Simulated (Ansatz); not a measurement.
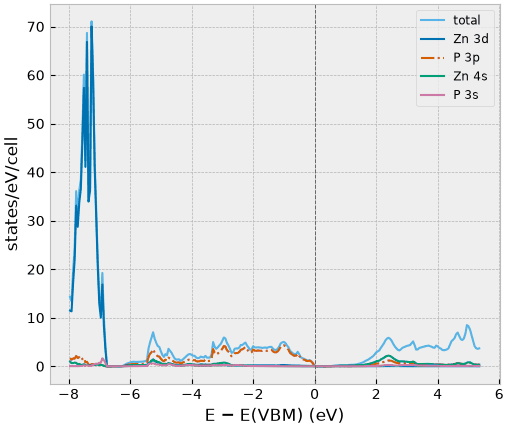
*Total and projected density of states of CsZn₄P₃ in space group P4/mmm (No. 123; Cs on 1b, Zn on 4i, P on 2h, P on 1a), plane-wave PAW r²SCAN (Ansatz code)*

Q: Which orbitals carry the states next to the gap?

A: Top 1 eV of the valence band: P 3p 87 %, Zn 3d 6 %. Bottom 1 eV of the conduction band: Zn 4s 68 %, P 3p 8 %, outside the projected shells 21 %. Projections are on Löwdin-orthogonalised atomic valence shells; empty p or d shells of many metals are not among them.

Q: Where is the tallest occupied peak in this window, and what makes it?

A: Near -7.2 eV, about 71 states/eV per cell; the largest projected share is Zn 3d.

The workflow started from a Materials Project entry (that database holds measured and hypothetical structures alike); the Crystallography Open Database files this formula in space group No. 123, but the cells were not matched. Whether it is the stable phase at ambient conditions was not checked. The r²SCAN relaxation kept the symmetry of its start; whether a distortion lowers the energy is not shown. Spin–orbit coupling is left out wherever it is not named.

Potentials: the later of the program's two PAW sets.
